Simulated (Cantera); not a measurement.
Charge: 1 mol HgO, a varied amount of N2, held at 1048 K and 0.100 bar.

These are equilibrium values from Cantera (NASA tables, ideal gas, pure condensed phases), not measurements of a reactor. Candidate condensed phases: Hg, HgO; 10 gas species. Equilibrium is a limit: real reactors are often held back by kinetics, nucleation or transport.

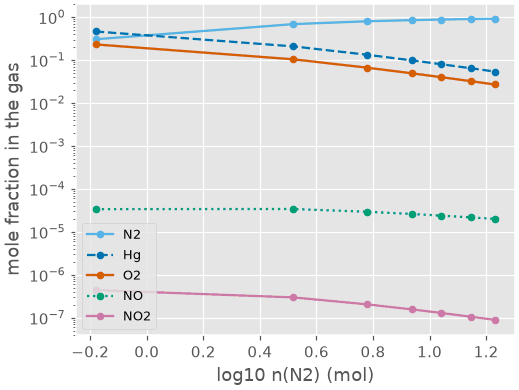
Equilibrium gas composition (values under 1e-9 drawn at 1e-9)

Q: Read off the mole fractions at 17 mol N2.

A: N2 about 0.92, Hg about 0.054, O2 about 0.027, NO about 2.0e-5, NO2 about 8.9e-8.
